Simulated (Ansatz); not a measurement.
**AlFH6N2···NH3: density, localisation and related maps**

Input

```
crystal:
  periodic: [false, false, false]
  atoms:
    - { symbol: Al, position_ang: [-0.915932, -0.831932, 0.317072] }
    - { symbol: H, position_ang: [-0.407542, 0.536294, 0.812688] }
    - { symbol: "N", position_ang: [-2.223977, -0.875267, -0.877526] }
    - { symbol: "N", position_ang: [-0.293675, -2.316597, 1.055547] }
    - { symbol: H, position_ang: [1.656132, 0.747611, -0.86587] }
    - { symbol: F, position_ang: [1.586966, -0.042754, -1.289705] }
    - { symbol: H, position_ang: [0.755166, 2.058856, 0.606343] }
    - { symbol: "N", position_ang: [1.468365, 2.720831, 0.332777] }
    - { symbol: H, position_ang: [-2.61811, -1.698903, -1.289893] }
    - { symbol: H, position_ang: [-2.664013, -0.06405, -1.267354] }
    - { symbol: H, position_ang: [0.462682, -2.352074, 1.711797] }
    - { symbol: H, position_ang: [-0.586816, -3.248569, 0.833053] }
    - { symbol: H, position_ang: [1.391404, 2.974589, -0.634684] }
    - { symbol: H, position_ang: [2.389249, 2.391865, 0.555856] }
basis:
  gaussian: { orbitals: def2-SVP }
hamiltonian:
  xc: hf
relax:
  f_tol: 0.03
  max_steps: 50
output:
  orbitals: {}
```

Launched as:

```sh
ansatz run input.yaml --threads 2 --pin off --max-ram 3072MiB --backend cpu --events-out ev --progress --plain --runs-dir out
```

The fields are those of the run's last geometry, not of the input's.

These are results of RHF/def2-SVP in Ansatz, not measurements.

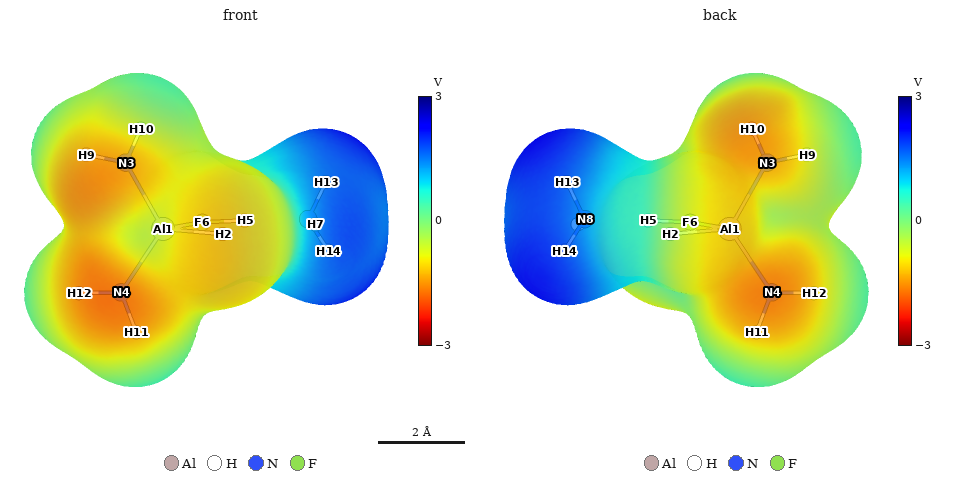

Figure 1. The molecular electrostatic potential painted on the density surface at 0.001 e/bohr³, seen from the front and from behind; red is negative and blue positive.

Q: Which sites attract a positive test charge, and which a negative one?

A: A positive charge is drawn to the negative regions and a negative charge to the positive ones. The most negative region (about −1.7 V) lies over N3 and N4, the most positive (about +2.2 V) over H13 and H14.

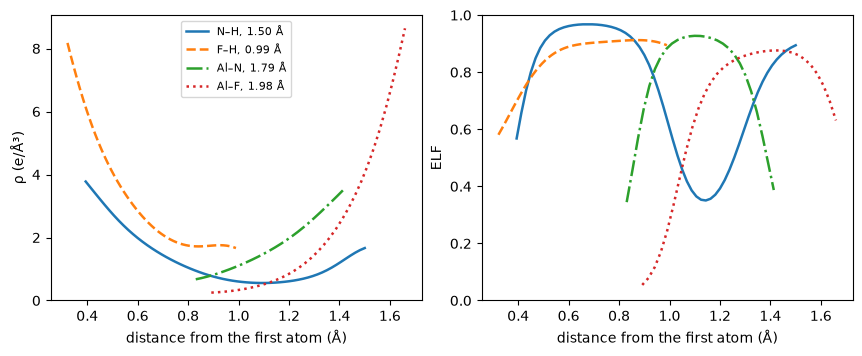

Figure 2. Electron density and electron localisation function along straight lines between neighbouring atoms. The curves leave out the atomic cores.

Q: Compare the contacts.

A: N8···H5 (1.50 Å): the density falls to about 0.56 e/Å³ on the way; the ELF peaks at about 0.95 between the atoms; by its geometry a hydrogen bond between the two molecules, with no shared pair.
F–H (0.99 Å): ρ is about 4.1 e/Å³ halfway; the ELF climbs to about 0.90 towards the hydrogen, as it does in any bond to H: an ordinary covalent bond to hydrogen.
Al–N (1.79 Å): ρ at the midpoint is about 0.81 e/Å³; the ELF peaks at about 0.95 between the atoms; a shared but strongly polarised pair.
Al–F (1.98 Å): ρ is about 0.32 e/Å³ halfway; the ELF peaks at about 0.90 in the valence shell of F, 0.6 Å from its nucleus, and is about 0.25 at the midpoint.

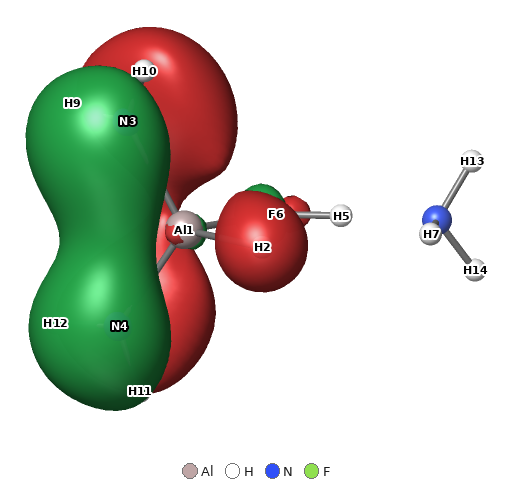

Figure 3. The HOMO−1 at ±0.08 Å⁻³ᐟ² (green and red are the two phases), seen at a tilt.

Q: Describe this orbital and give its energy.

A: Its weight (Hirshfeld) is mainly on N3 (about 40 %), N4 (about 30 %) and Al1 (about 15 %); largely a combination of lone pairs on N3 and N4. Its energy is −9.67 eV.
